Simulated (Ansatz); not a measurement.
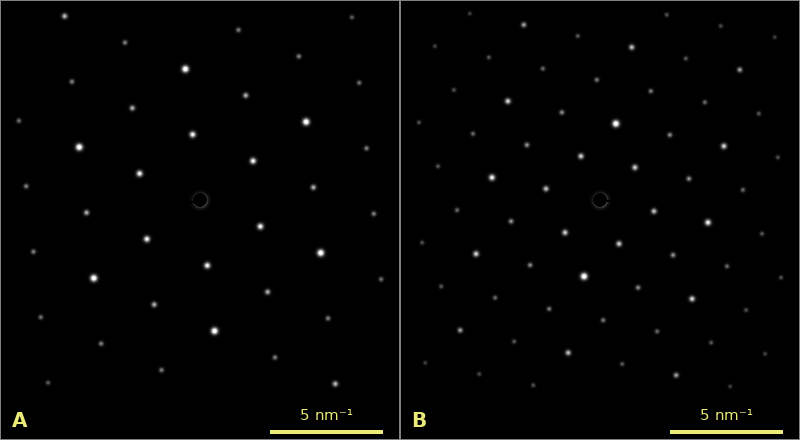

Kinematic electron diffraction patterns (200 kV, B = 0.5 Å², same scale, each along a low-index zone) of two structures of composition Ca2Sc, each relaxed at zero pressure with DFT PBE, scalar-relativistic, plane waves, PAW (Ansatz 0.2.0). The runs are not spin-polarised.

The structures (standard cells):
1. Fd-3m (No. 227), a = 9.538 Å, 24 atoms; generated start, possibly hypothetical
2. Fm-3m (No. 225), a = 8.058 Å, 12 atoms; generated start, possibly hypothetical

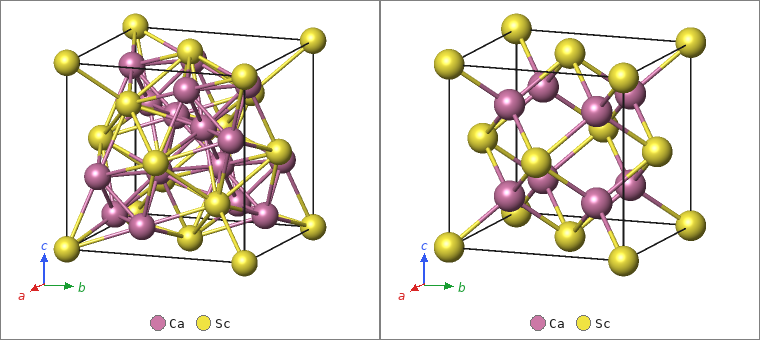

Drawings of the structures 1 to 2, from left to right (each may span several cells).

Q: Which pattern belongs to which structure, and along which zone?

A: A is structure 1 along [111] or an equivalent direction: hexagonal net of -2 2 0 at d = 3.37 Å and -2 0 2 at d = 3.37 Å, 60.0° apart. B is structure 2 along [110] or an equivalent direction: centred rectangular net of -1 1 -1 at d = 4.65 Å and -1 1 1 at d = 4.65 Å, 70.5° apart.

Q: Which structure lies lowest at this level of theory, and by how much?

A: Structure 1 (Fd-3m, 36.15 Å³ an atom) is the lowest of these; structure 2 (Fm-3m, 43.61 Å³ an atom) lies about 190 meV an atom higher. These are static energies at 0 K; other structures, not shown, may lie lower still.
